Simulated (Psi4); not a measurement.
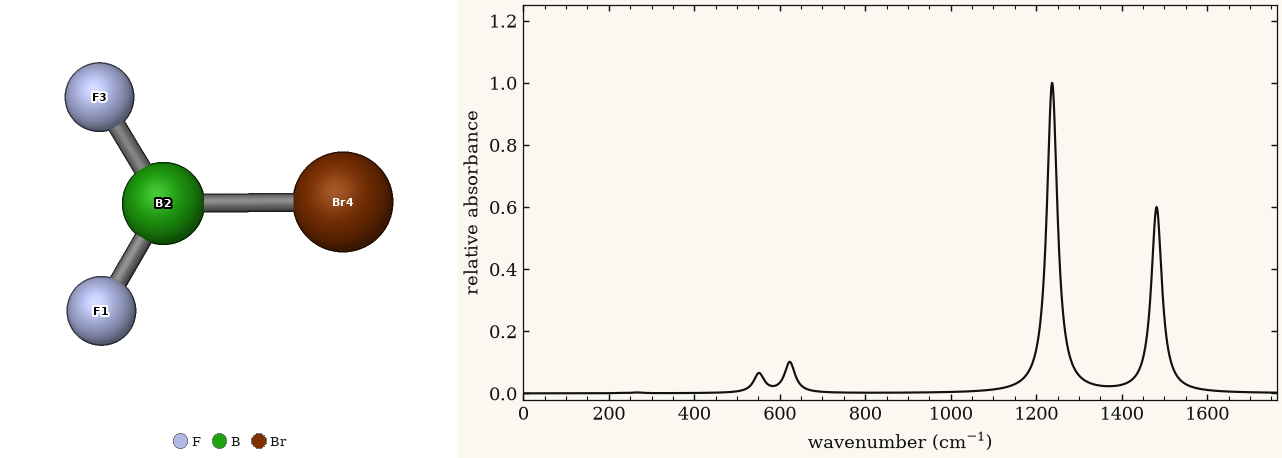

Infrared spectrum of BBrF₂, SMILES FB(F)Br. Unscaled harmonic wavenumbers and double-harmonic intensities, SVWN-RPA/def2-SVP with Psi4 1.11, at a geometry relaxed at this level, isolated molecule. Lorentzian lines of 30 cm⁻¹ full width. Close modes add up in the curve.

> Which lines are the most intense?

1237.3 cm⁻¹ (456.0 km/mol), 1481.7 cm⁻¹ (272.5 km/mol) and 623.5 cm⁻¹ (45.0 km/mol).

> List the modes.

```tsv
cm⁻¹	km/mol
228.9	0.4
267.0	1.1
551.3	28.1
623.5	45.0
1237.3	456.0
1481.7	272.5
```

Known limits of this run: double-zeta basis.
